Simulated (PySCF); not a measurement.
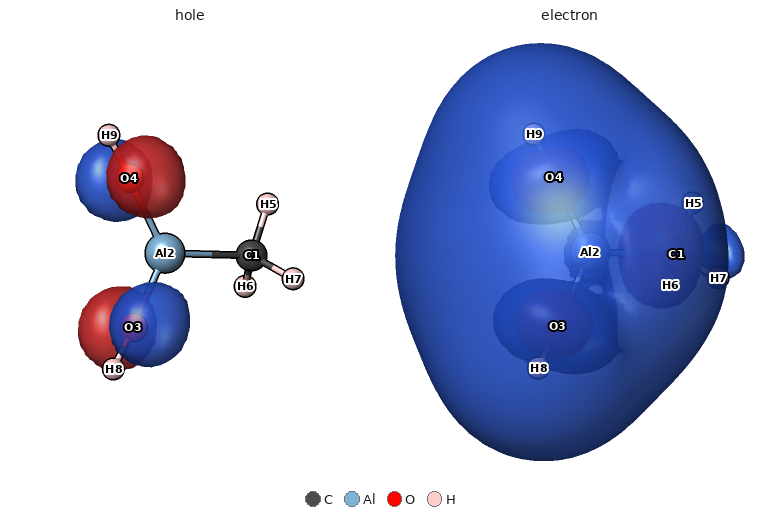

*CH5AlO2, SMILES `C[Al](O)O`. Leading natural transition orbital pair of S₃ (full linear response singlet states); the surfaces enclose about 78 % of each orbital's density.*

Method: CAM-B3LYP/6-31+G*; geometry: GFN2-xTB; program: PySCF. No frequency check shows the geometry to be a minimum.

**Give its energy and the atoms that hole and electron lie on.**

7.38 eV (168 nm), f = 0.000 (dark), partly diffuse acceptor orbital; the leading pair carries 93 %; hole on O3 (44 %), O4 (40 %) and Al2 (10 %), electron on Al2 (53 %), O3 and O4 (10 % each) and H8 and H9 (8 % each) (atom shares of so diffuse an orbital are rough); their centroids lie 0.1 Å apart; S₄ lies within 0.1 eV of it. In canonical orbitals it is mainly HOMO−2 → LUMO (85 %). The HOMO–LUMO gap is 9.58 eV.

The PySCF run took 6 min on 1 thread of Arm Neoverse V1, with other jobs on the host, peak memory 0.6 GiB.
